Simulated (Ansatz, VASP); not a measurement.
**Cross-check of BaZrO3 between VASP and Ansatz**

Wanted: the spread between two codes on one cell, functional and k mesh. The cell is taken from a series of VASP runs on this material, whose earlier steps may have relaxed, scaled or displaced it; both programs get it as it stands. Valence electrons are named where the data sets of a main pair hold unlike numbers.

Main program and level: Ansatz 0.2.0; plane waves, with VASP 6.6.1 beside it; band structure at r2SCAN and single point at r2SCAN.

### 1. Starting point

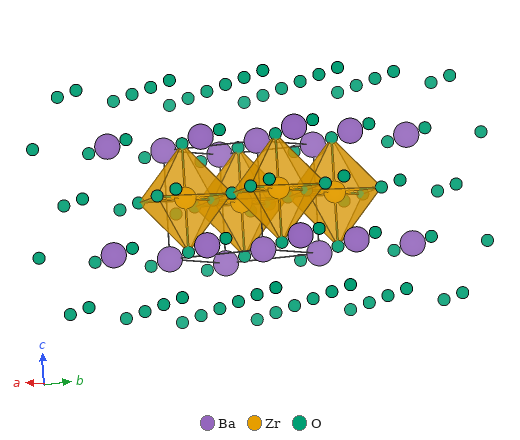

The starting structure, seen from a free direction (barium purple, zirconium orange, oxygen teal). 2×2×1 cells are drawn. Some periodic images of atoms are drawn too.

Coordinates:

```xyz
5
Lattice="4.2139 0.0000 0.0000 0.0000 4.2139 0.0000 0.0000 0.0000 4.2139" Properties=species:S:1:pos:R:3 pbc="T T T"
Ba    0.0000    0.0000    0.0000
Zr    2.1069    2.1069    2.1069
O     0.0000    2.1069    2.1069
O     2.1069    0.0000    2.1069
O     2.1069    2.1069    0.0000
```

### 2. VASP: band structure, r2SCAN

Levels along a path test the potential and the projectors away from the mesh points.

Lines of VASP's logs that name or quote its potential files are left out, and so is its time.

INCAR reads:

```
SYSTEM = BaZrO3
PREC = Accurate
ENCUT = 520
EDIFF = 1E-06
NELM = 100
ISMEAR = 0
SIGMA = 0.05
LREAL = .FALSE.
ALGO = Normal
METAGGA = R2SCAN
LASPH = .TRUE.
NBANDS = 35
LORBIT = 11
LWAVE = .FALSE.
LCHARG = .FALSE.
KPAR = 4
```

POSCAR reads:

```
BaZrO3
1.0
    4.2138674132      0.0000000000      0.0000000000
    0.0000000000      4.2138674132      0.0000000000
    0.0000000000      0.0000000000      4.2138674132
Ba Zr O
1 1 3
Direct
    0.0000000000      0.0000000000      0.0000000000
    0.5000000000      0.5000000000      0.5000000000
    0.0000000000      0.5000000000      0.5000000000
    0.5000000000      0.0000000000      0.5000000000
    0.5000000000      0.5000000000      0.0000000000
```

KPOINTS reads:

```
Automatic mesh
0
Gamma
6 6 6
0 0 0
```

KPOINTS_OPT reads:

```
Line mode
16
Line-mode
Reciprocal
  0.00000000   0.00000000   0.00000000 GAMMA
  0.00000000   0.50000000   0.00000000 X

  0.00000000   0.50000000   0.00000000 X
  0.50000000   0.50000000   0.00000000 M

  0.50000000   0.50000000   0.00000000 M
  0.00000000   0.00000000   0.00000000 GAMMA

  0.00000000   0.00000000   0.00000000 GAMMA
  0.50000000   0.50000000   0.50000000 R

  0.50000000   0.50000000   0.50000000 R
  0.00000000   0.50000000   0.00000000 X

  0.50000000   0.50000000   0.00000000 M
  0.50000000   0.50000000   0.50000000 R
```

PAW data sets: Ba_sv, Zr_sv and O (PBE family, release 64).

Started as:

```sh
$ mpirun -np 4 vasp_std
```

Numbers of over 12 decimals in the logs are rounded to 6 here.

The program printed:

```text
[banner, memory and clock lines left out]
running    4 mpi-ranks, on    1 nodes
 distrk:  each k-point on    1 cores,    4 groups
 distr:  one band on    1 cores,    1 groups

 POSCAR found type information on POSCAR BaZrO
 POSCAR found :  3 types and       5 ions
|                                                                             |
|               ----> ADVICE to this user running VASP <----                  |
|                                                                             |
|     You enforced a specific xc type in the INCAR file but a different       |
|     [... a line on the potential file left out ...]
|     I HOPE YOU KNOW WHAT YOU ARE DOING!                                     |
|                                                                             |

 LDA part: xc-table for (None), standard interpolation
 POSCAR, INCAR and KPOINTS ok, starting setup
 FFT: planning ... GRIDC
 FFT: planning ... GRID_SOFT
 FFT: planning ... GRID
 WAVECAR not read
 entering main loop
       N       E                     dE             d eps       ncg     rms          rms(c)
DAV:   1     0.239410818071E+03    0.23941E+03   -0.21652E+04  1400   0.115E+03
DAV:   2    -0.853685459195E+02   -0.32478E+03   -0.30902E+03  1690   0.308E+02
DAV:   3    -0.106654241340E+03   -0.21286E+02   -0.21087E+02  2242   0.681E+01
DAV:   4    -0.107240473280E+03   -0.58623E+00   -0.58154E+00  2005   0.858E+00
DAV:   5    -0.107247446489E+03   -0.69732E-02   -0.69724E-02  1761   0.886E-01    0.288E+01
DAV:   6    -0.847310479787E+02    0.22516E+02   -0.14403E+01  1791   0.279E+01    0.853E+00
DAV:   7    -0.850658948772E+02   -0.33485E+00   -0.11888E+00  1688   0.636E+00    0.607E+00
DAV:   8    -0.851427165954E+02   -0.76822E-01   -0.48823E-01  1483   0.429E+00    0.138E+00
DAV:   9    -0.851065134197E+02    0.36203E-01   -0.10566E-01  1654   0.174E+00    0.487E-01
DAV:  10    -0.851069422078E+02   -0.42879E-03   -0.64869E-03  1618   0.548E-01    0.193E-01
DAV:  11    -0.851074493862E+02   -0.50718E-03   -0.20411E-03  1801   0.261E-01    0.890E-02
DAV:  12    -0.851073995989E+02    0.49787E-04   -0.10718E-04  1660   0.620E-02    0.523E-02
DAV:  13    -0.851074100927E+02   -0.10494E-04   -0.27777E-05  1698   0.378E-02    0.122E-02
DAV:  14    -0.851074099344E+02    0.15834E-06   -0.21557E-06  1572   0.928E-03
   1 F= -.85107410E+02 E0= -.85107410E+02  d E =-.591732E-11
 Start KPOINTS_OPT (optional k-point list driver)
k-point batch [1-20\96]
       N       E                     dE             ncg
DAV:   1    -0.645672815232E+03   -0.12414E+05     1400
DAV:   2    -0.687090437091E+04   -0.62252E+04     1739
DAV:   3    -0.723946499355E+04   -0.36856E+03     2106
DAV:   4    -0.724635985744E+04   -0.68949E+01     1937
DAV:   5    -0.724646718577E+04   -0.10733E+00     1874
DAV:   6    -0.724646822407E+04   -0.10383E-02     1799
DAV:   7    -0.724646823916E+04   -0.15087E-04     1770
DAV:   8    -0.724646823966E+04   -0.49901E-06     1261
[...]
k-point batch [81-96\96]
       N       E                     dE             ncg
DAV:   1     0.303310092784E+04   -0.22175E+05     1120
DAV:   2    -0.207522896843E+04   -0.51083E+04     1360
DAV:   3    -0.241048645650E+04   -0.33526E+03     1887
DAV:   4    -0.241765619505E+04   -0.71697E+01     1444
DAV:   5    -0.241783707290E+04   -0.18088E+00     1582
DAV:   6    -0.241783805729E+04   -0.98439E-03     1404
DAV:   7    -0.241783807701E+04   -0.19716E-04     1523
DAV:   8    -0.241783807713E+04   -0.12238E-06      943
```

From OUTCAR (step 2):

```text
ion  position               nearest neighbor table
   1  0.000  0.000  0.000-   3 2.98   4 2.98   5 2.98   3 2.98   4 2.98   3 2.98   5 2.98   3 2.98
                             4 2.98   5 2.98   4 2.98   5 2.98   2 3.65   2 3.65   2 3.65   2 3.65
   2  0.500  0.500  0.500-   3 2.11   4 2.11   5 2.11   5 2.11   4 2.11   3 2.11   1 3.65   1 3.65
                             1 3.65   1 3.65   1 3.65   1 3.65   1 3.65   1 3.65
   3  0.000  0.500  0.500-   2 2.11   2 2.11   1 2.98   1 2.98   1 2.98   1 2.98
   4  0.500  0.000  0.500-   2 2.11   2 2.11   1 2.98   1 2.98   1 2.98   1 2.98
   5  0.500  0.500  0.000-   2 2.11   2 2.11   1 2.98   1 2.98   1 2.98   1 2.98

  LATTYP: Found a simple cubic cell.
 ALAT       =     4.2138674132

 Subroutine GETGRP returns: Found 48 space group operations
 (whereof 48 operations were pure point group operations)

The static configuration has the point symmetry O_h .

 Found     20 irreducible k-points:

   k-points           NKPTS =     20   k-points in BZ     NKDIM =     20   number of bands    NBANDS=     35

   dimension x,y,z NGX =    32 NGY =   32 NGZ =   32
   dimension x,y,z NGXF=    64 NGYF=   64 NGZF=   64

   ENCUT  =  520.0 eV  38.22 Ry    6.18 a.u.   7.84  7.84  7.84*2*pi/ulx,y,z

   NELECT =      40.0000    total number of electrons

 k-points in reciprocal lattice and weights: Automatic mesh
   0.00000000  0.00000000  0.00000000       0.005
   0.16666667  0.00000000  0.00000000       0.028
   0.33333333  0.00000000  0.00000000       0.028
   0.50000000  0.00000000  0.00000000       0.014
   0.16666667  0.16666667  0.00000000       0.056
   0.33333333  0.16666667  0.00000000       0.111
   0.50000000  0.16666667  0.00000000       0.056
   0.33333333  0.33333333  0.00000000       0.056
   0.50000000  0.33333333  0.00000000       0.056
[...]
0.50000000  0.50000000  0.33333333       0.028
   0.50000000  0.50000000  0.50000000       0.005

 average (electrostatic) potential at core
       1 -38.9308       2 -83.7513       3 -73.0780       4 -73.0780       5 -73.0780

 E-fermi :   3.5839

 k-point     1 :       0.0000    0.0000    0.0000
  band No.  band energies     occupation
    ...
     16       2.3814      2.00000
     17       2.3814      2.00000
     18       3.1100      2.00000
     19       3.1100      2.00000
     20       3.1100      2.00000
     21       7.0345      0.00000
     22       7.0345      0.00000
     23       7.0345      0.00000
     24       8.5167      0.00000
     25       8.5167      0.00000
    ...

 k-point     2 :       0.1667    0.0000    0.0000
  band No.  band energies     occupation
    ...
     16       2.1535      2.00000
     17       2.1971      2.00000
     18       2.4923      2.00000
     19       3.0222      2.00000
     20       3.0222      2.00000
     21       7.1276      0.00000
     22       7.6186      0.00000
     23       7.6186      0.00000
     24       8.9395      0.00000
     25       8.9703      0.00000
    ...

 k-point     3 :       0.3333    0.0000    0.0000
  band No.  band energies     occupation
    ...
     16       1.7985      2.00000
     17       1.8320      2.00000
     18       1.8726      2.00000
     19       2.9067      2.00000
     20       2.9067      2.00000
     21       7.3381      0.00000
     22       8.8078      0.00000
     23       8.8078      0.00000
     24       9.8084      0.00000
     25       9.9913      0.00000
    ...

  Total       -0.0018535     -0.0018535     -0.0018535     -0.0000000     -0.0000000      0.0000000
  in kB       -0.0396879     -0.0396879     -0.0396879     -0.0000000     -0.0000000      0.0000000
  external PRESSURE =      -0.0396879 kB  Pullay stress =       0.0000000 kB

  energy-cutoff  :      520.00
  volume of cell :       74.82
      direct lattice vectors                 reciprocal lattice vectors
     4.213867413  0.000000000  0.000000000     0.237311691  0.000000000  0.000000000
     0.000000000  4.213867413  0.000000000     0.000000000  0.237311691  0.000000000
     0.000000000  0.000000000  4.213867413     0.000000000  0.000000000  0.237311691

 POSITION                                       TOTAL-FORCE (eV/Angst)
 -----------------------------------------------------------------------------------
      0.00000      0.00000      0.00000         0.000000      0.000000      0.000000
      2.10693      2.10693      2.10693         0.000000      0.000000      0.000000
      0.00000      2.10693      2.10693         0.000000      0.000000      0.000000
      2.10693      0.00000      2.10693         0.000000      0.000000      0.000000
      2.10693      2.10693      0.00000         0.000000      0.000000      0.000000
 -----------------------------------------------------------------------------------
    total drift:                                0.000000     -0.000000     -0.000000

  FREE ENERGIE OF THE ION-ELECTRON SYSTEM (eV)
  ---------------------------------------------------
  free  energy   TOTEN  =       -85.1074099344 eV

  energy  without entropy=      -85.1074099344  energy(sigma->0) =      -85.10740993

 total charge
# of ion       s       p       d       tot
------------------------------------------
    1        2.010   5.646   0.240   7.897
    2        2.188   6.080   1.340   9.607
    3        1.564   3.509   0.000   5.073
    4        1.564   3.509   0.000   5.073
    5        1.564   3.509   0.000   5.073
--------------------------------------------------
tot          8.891  22.252   1.580  32.723

[... 3 further parts left out ...]
```

Harder data sets than Ba_sv exist (the GW ones), and pressures, volumes and forces can shift noticeably with them. The PAW data sets were made with PBE, which is usual practice but a small mismatch for other functionals.

### 3. Ansatz: band structure, r2SCAN

Ansatz runs on its default PAW (the set named soft_2) files.

The same cell, functional, mesh and smearing now go to Ansatz, which takes its cutoff from its data sets.

input.yaml reads:

```yaml
crystal:
  lattice:
    - [4.2138674132, 0.0, 0.0]
    - [0.0, 4.2138674132, 0.0]
    - [0.0, 0.0, 4.2138674132]
  atoms:
    - { symbol: Ba, position: [0.0, 0.0, 0.0] }
    - { symbol: Zr, position: [0.5, 0.5, 0.5] }
    - { symbol: O, position: [0.0, 0.5, 0.5] }
    - { symbol: O, position: [0.5, 0.0, 0.5] }
    - { symbol: O, position: [0.5, 0.5, 0.0] }
hamiltonian:
  xc: r2scan
  pseudopotentials: { kind: paw }
kpoints:
  mp_grid: { grid: [6, 6, 6] }
  band_path:
    path:
      - [0.0, 0.0, 0.0]
      - [0.0, 0.1, 0.0]
      - [0.0, 0.2, 0.0]
      - [0.0, 0.3, 0.0]
      - [0.0, 0.43333, 0.0]
      - [0.0, 0.5, 0.0]
      - [0.1, 0.5, 0.0]
      - [0.2, 0.5, 0.0]
      - [0.33333, 0.5, 0.0]
      - [0.43333, 0.5, 0.0]
      - [0.5, 0.5, 0.0]
      - [0.36667, 0.36667, 0.0]
      - [0.26667, 0.26667, 0.0]
      - [0.16667, 0.16667, 0.0]
      - [0.06667, 0.06667, 0.0]
      - [0.03333, 0.03333, 0.03333]
      - [0.13333, 0.13333, 0.13333]
      - [0.23333, 0.23333, 0.23333]
      - [0.33333, 0.33333, 0.33333]
      - [0.46667, 0.46667, 0.46667]
      - [0.5, 0.5, 0.5]
      - [0.46667, 0.5, 0.46667]
      - [0.36667, 0.5, 0.36667]
      - [0.23333, 0.5, 0.23333]
      - [0.13333, 0.5, 0.13333]
      - [0.03333, 0.5, 0.03333]
      - [0.5, 0.5, 0.03333]
      - [0.5, 0.5, 0.16667]
      - [0.5, 0.5, 0.26667]
      - [0.5, 0.5, 0.36667]
      - [0.5, 0.5, 0.5]
    npoints: 1
scf:
  occupations: { method: gaussian, width: 0.05 }
  n_extra_bands: 8
output:
  forces: true
  stress: true
  eigenvalues: true
  write_density: true
  write_potential: true
  elf: true
  volumetric_format: npy
```

Started as:

```sh
$ ansatz run input.yaml --threads 2 --pin off --max-ram 4608MiB --backend cpu --events-out ev --progress --plain --runs-dir out
```

The program printed:

```text
scf.n_extra_bands = 8 over 20 filled bands (N_el = 40.0): the run solves 28 bands
Engine: ansatz 0.2.0, x86_64-unknown-linux-gnu
Pseudopotentials: kind: paw
Pseudopotential: Ba, paw, valence charge 10, recommended cutoff 500 eV (meta_gga), Ba.paw.azcp
Pseudopotential: Zr, paw, valence charge 12, recommended cutoff 500 eV (meta_gga), Zr.paw.azcp
Pseudopotential: O, paw, valence charge 6, recommended cutoff 500 eV (meta_gga), O.paw.azcp
Functional definition: r2SCAN
  parameter k0 = 0.174
  parameter k1 = 0.065
  parameter a1 = 4.9479
  exchange = r2scan_x(k0 = k0, k1 = k1, a1 = a1)
  correlation = r2scan_c
Crystal: 5 atoms, lattice volume = 74.824 Å³
Basis set: ecut = 500 eV, 1935 PW (Γ), exchange–correlation on 128×128×128 points (64 copies of the dense FFT grid, shifted against one another)
Bands: 28, of which v1, the nominal top of the filled ones, is band 20 counted from 1 (19 counted from 0)
Symmetry: 48 space group operations
Space group: Pm-3m (ITA 221), of the structure as read, at distance tolerance 4.2e-5 Å
k-points: 20 of 216
Non-local potential: Ba, projectors of the file, l = 0: 3, l = 1: 2, l = 2: 2, l = 3: 2
Non-local potential: Zr, projectors of the file, l = 0: 3, l = 1: 2, l = 2: 2, l = 3: 2
Non-local potential: O, projectors of the file, l = 0: 2, l = 1: 2, l = 2: 1
PAW form: soft (Blöchl's): semilocal exchange-correlation on the pseudo side does not see the compensation charge
PAW frozen core: Ba, regenerated for the run's functional (the file was generated under x = pbe(κ = 0.804, μ = 0.219515), c = pbe(β = 0.066725))
PAW frozen core: Zr, regenerated for the run's functional (the file was generated under x = pbe(κ = 0.804, μ = 0.219515), c = pbe(β = 0.066725))
PAW frozen core: O, regenerated for the run's functional (the file was generated under x = pbe(κ = 0.804, μ = 0.219515), c = pbe(β = 0.066725))
PAW one-centre angular grid: Ba, 302 points (default); XC on 160 Gauss nodes
PAW one-centre angular grid: Zr, 590 points (default); XC on 160 Gauss nodes
PAW one-centre angular grid: O, 302 points (default); XC on 160 Gauss nodes
Initial density: superposition of atomic densities (neutral atoms: chi_scale 0, normalization atom), corrected by the library's trained network
Initial wavefunctions: pseudopotential atomic-orbital guess
Functional: x = r2scan, c = r2scan; τ floored in thin density (d = 2e-4 eV/Å³)
SCF iter   1: F=—  HF=-11875.316700 eV  |F-HF|=—  |Δ(HF+E_count)|=         —  Δρ=1.19e-2  dr2=1.40e-1  dr2_τ=2.24e-1  ethr=1.77e-3  ⟨swp⟩=8.0  Hψ=3115  notcnv=0
preconditioner: auto → Resta (q_TF=auto, 2.458 Å⁻¹)  ε∞=3.2  [insulator: Δε(μ)=4.009 eV  Ē_g=17.964 eV  σ=0.050 eV  W_gap=1.00  n_scr=18 (ndim 8)  ℏωp=26.5 eV  f_vac=0.000  D(μ)=0.00/eV (n_scr^D=0)  ε∞_Penn≈3.2]
SCF iter   2: F=—  HF=-11875.424078 eV  |F-HF|=—  |Δ(HF+E_count)|=   1.07e-1  Δρ=5.99e-3  dr2=1.03e-2  dr2_τ=6.10e-3  ethr=3.50e-4  ⟨swp⟩=2.9  Hψ=1197  notcnv=0  defer=50
SCF iter   3: F=—  HF=-11875.422703 eV  |F-HF|=—  |Δ(HF+E_count)|=   1.38e-3  Δρ=2.46e-3  dr2=2.85e-3  dr2_τ=2.90e-4  ethr=2.58e-5  ⟨swp⟩=2.6  Hψ=943  notcnv=0  defer=50
SCF iter   4: F=—  HF=-11875.422178 eV  |F-HF|=—  |Δ(HF+E_count)|=   5.25e-4  Δρ=3.89e-4  dr2=5.91e-5  dr2_τ=1.18e-5  ethr=7.13e-6  ⟨swp⟩=2.6  Hψ=968  notcnv=0  defer=50
SCF iter   5: F=—  HF=-11875.422197 eV  |F-HF|=—  |Δ(HF+E_count)|=   1.96e-5  Δρ=7.71e-5  dr2=4.46e-6  dr2_τ=2.89e-7  ethr=1.48e-7  ⟨swp⟩=2.6  Hψ=889  notcnv=0  defer=50
SCF iter   6: F=—  HF=-11875.422198 eV  |F-HF|=—  |Δ(HF+E_count)|=   6.60e-7  Δρ=1.25e-5  dr2=1.18e-7  dr2_τ=2.14e-8  ethr=1.11e-8  ⟨swp⟩=2.0  Hψ=830  notcnv=0  defer=50
SCF iter   7: F=-11875.422198 eV  HF=-11875.422198 eV  |F-HF|=5.18e-10  |Δ(HF+E_count)|=   1.34e-9  Δρ=2.11e-6  dr2=3.37e-9  dr2_τ=3.20e-10  ethr=2.50e-10  ⟨swp⟩=13.9  Hψ=4076  notcnv=0
SCF 1 converged in 7 iterations: F = -11875.422198 eV  dr2 = 3.37e-9
  greatest PAW one-centre occupation: 0.991 electrons in one spin orbital (limit 2), on the Zr atom at site 1 (counted from 0), in its partial waves of l = 1
NSCF: frozen V_eff on 31 k-points
SCF converged after 7 iterations
Free energy (F): -11875.422198 eV
Harris-Foulkes:  -11875.422198 eV  (|F-HF|=5.18e-10)
Internal energy: -11875.422198 eV  (E = F + TS)
E sigma→0 (E₀):  -11875.422198 eV
Fermi energy:    11.171088 eV
--- Per-component energies (eV) ---
  E_band       = -129.401402
  E_kinetic    = 1034.451327
  E_local      = -1958.380590  (includes V_loc(G=0)·N_el)
  E_nonlocal   = 272.122794
  E_hartree    = 694.370437
  E_xc         = -537.942166
  E_vxc        = -682.476238  (∫ρ·V_xc dr)
  E_paw        = -8700.480750  (= ΣΔE_a)
  E_vpaw       = -224.175112  (= ΣTr[D̂ρ^β])
  E_aug_tail   = 0.002908  (compensation charges beyond the density's cutoff)
  E_vtau       = 40.311072  (kinetic-family band-sum trace: ∫τ·v_τ [+ j·A + Jᵃ·Aᵃ] dr)
  E_ewald      = -2679.376009
  E_core_change = -0.190148  (= ΣΔE_core)
  E_smearing   = -0.000000  (= −TS)
  E_closure    = 0.000000  (closes the sum)
  Σ components = -11875.422198   (vs F -11875.422198, Δ=0.00e0)
--- Forces (eV/Å), atoms counted from 1 ---
  atom   1  Ba    -0.00000000     0.00000000     0.00000000
  atom   2  Zr     0.00000000     0.00000000    -0.00000000
  atom   3  O      0.00000000    -0.00000000    -0.00000000
  atom   4  O      0.00000000    -0.00000000     0.00000000
  atom   5  O      0.00000000     0.00000000     0.00000000
  max |Σ_I F_I| component: 6.23e-29 eV/Å
--- Stress (GPa, compression-positive) ---
       -1.011854       0.000000       0.000000
        0.000000      -1.011854       0.000000
        0.000000       0.000000      -1.011854
  P = ⅓ Tr σ = -1.0119 GPa (-10.119 kbar)
--- Band table (eV; the first three rows and the last of 20) ---
  k-point 0: bands = [... 16 lower, 8.3108, 9.0792, 9.0792, 9.0792, 13.0288, 13.0288, 13.0288, 14.5411, ... 4 higher]
  k-point 1: bands = [... 16 lower, 8.1424, 8.4646, 8.9917, 8.9917, 13.1079, 13.6032, 13.6032, 14.9479, ... 4 higher]
  k-point 2: bands = [... 16 lower, 7.8124, 7.8428, 8.8768, 8.8768, 13.2839, 14.7758, 14.7758, 15.8065, ... 4 higher]
  k-point 19: bands = [... 16 lower, 6.8097, 9.3134, 9.3134, 9.3134, 15.9461, 15.9461, 15.9461, 16.7189, ... 4 higher]
```

The job ended after 4 s (2 threads of AMD EPYC 7B13 (Zen 3), shared host; peak memory 0.57 GiB; 7.5 s of CPU time).

In the SCF lines HF is the Harris–Foulkes energy and dr2 the Hartree energy of the density residual, in eV; the loop may stop once dr2 is under the threshold and the program's other checks hold. Hψ counts applications of the Hamiltonian.

(Continued in part 2 of 2.)

[Lines on the potential files, build, host, timing and source positions are cut from VASP's logs without a mark.]

[Logs are printed without paths, hosts, clocks, repeated set-up lines and the standing remarks that a program may print on its own settings, such as how far it seeks lower states.]

[Hosts, paths, dates, database ids (printed as entryN), source tags and the programs' standing remarks are cut or masked in the printed files.]
